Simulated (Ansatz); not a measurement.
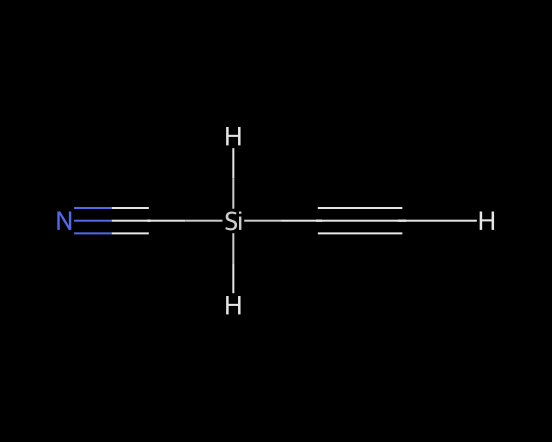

Question: Transcribe the drawing into SMILES.

Answer: C#C[SiH2]C#N

Question: Give the formula, hydrogens included.

Answer: C3H3NSi.

Question: An optimisation with PBE0-D4/def2-TZVP gave a structure of which point group?

Answer: Cs.

More results for the same structure follow; atom numbers are the same in all pictures, views and colours differ. The geometry was computed by an optimisation with PBE0-D4/def2-TZVP.

### Shape

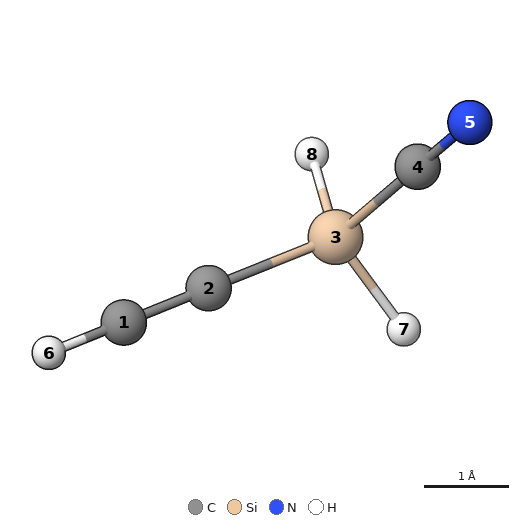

The atoms are numbered.

Question: How are the neighbours of atom 2 arranged?

Answer: C2 has 2 neighbours (C1 at 1.20, Si3 at 1.81 Å); the arrangement is linear.

Question: What is the geometry at C4?

Answer: C4 has 2 neighbours (Si3 at 1.85, N5 at 1.15 Å); the arrangement is linear.

Question: How are the neighbours of atom 1 arranged?

Answer: C1 has 2 neighbours (C2 at 1.20, H6 at 1.07 Å); the arrangement is linear.

Question: What is the geometry at Si3?

Answer: Si3 has 4 neighbours (C2 at 1.81, C4 at 1.85, H7 at 1.48, H8 at 1.48 Å); the arrangement is tetrahedral.

### Vibrations

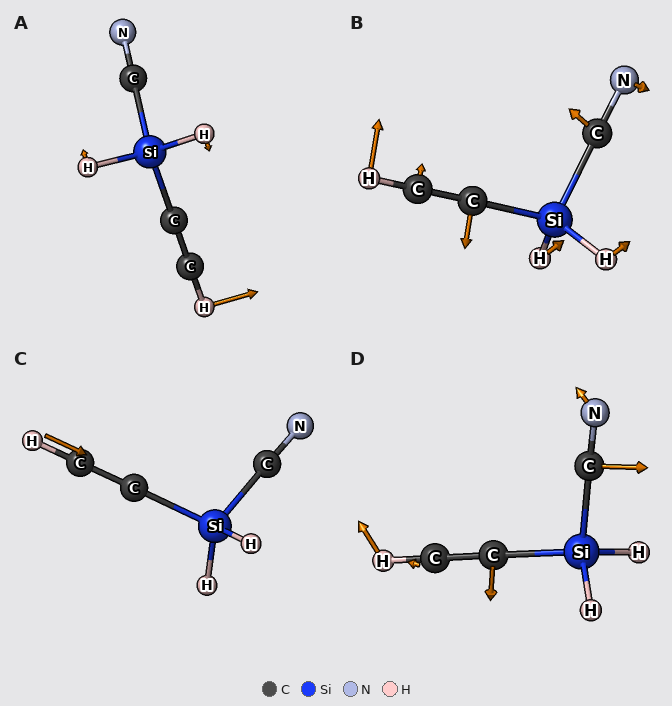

4 normal modes of one molecule or complex, as arrows. Harmonic vibrations computed with RKS PBE0-D4/def2-TZVP (Ansatz 0.2.0) at a stationary point of the same level.

Question: Match the panels to the wavenumbers 250 cm⁻¹, 403 cm⁻¹, 741 cm⁻¹, 3463 cm⁻¹.

Answer: A: 741 cm⁻¹
B: 250 cm⁻¹
C: 3463 cm⁻¹, C–H stretching
D: 403 cm⁻¹, C–Si–C bending

### Charges

The questions are on Mulliken charges. Properties computed with RKS PBE0-D4/def2-TZVP (Ansatz 0.2.0).

Give the Mulliken charges atom by atom.

| atom | value (e) |
| --- | --- |
| C1 | −0.14 |
| C2 | −0.16 |
| Si3 | 0.32 |
| C4 | −0.22 |
| N5 | −0.02 |
| H6 | 0.19 |
| H7 | 0.02 |
| H8 | 0.02 |

### Levels of theory compared

Program: Ansatz 0.2.0.

Tabulate HOMO energy (eV), dipole (D), HOMO–LUMO gap (eV) at these levels: B3LYP-D4/def2-TZVPP; PBE-D4/def2-TZVPP; r2SCAN-D4/def2-TZVPP; ωB97M-V/def2-TZVPP.

| level | HOMO energy (eV) | dipole (D) | HOMO–LUMO gap (eV) |
| --- | --- | --- | --- |
| B3LYP-D4/def2-TZVPP | −8.67 | 3.79 | 7.44 |
| PBE-D4/def2-TZVPP | −7.69 | 3.68 | 5.71 |
| r2SCAN-D4/def2-TZVPP | −7.94 | 3.77 | 6.16 |
| ωB97M-V/def2-TZVPP | −11.16 | 3.79 | 12.21 |

Mulliken values depend strongly on the basis set and can even reverse the polarity of a bond.
